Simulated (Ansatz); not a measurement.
The reference is KMgF3 in the cubic perovskite structure (space group Pm-3m, No. 221; a = 4.054 Å).

Modification: an isotropic linear strain of −1.80 %, atoms relaxed at fixed cell.

Method: Ansatz (a quantum-chemistry and plane-wave program), PBE, PAW, cutoff 420 eV, spin-orbit coupling left out.

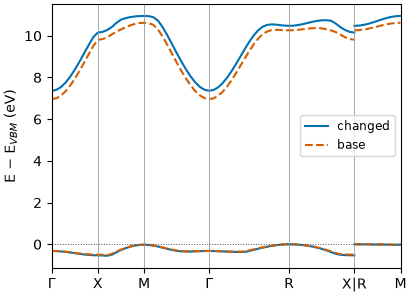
Figure: Highest valence and lowest conduction band along the path, each from its own valence-band maximum

### Question
Read the changed gap and its character from the plot.

### Answer
About 7.4 eV, indirect, R → Γ.

Whether these cells are dynamically stable was not tested.
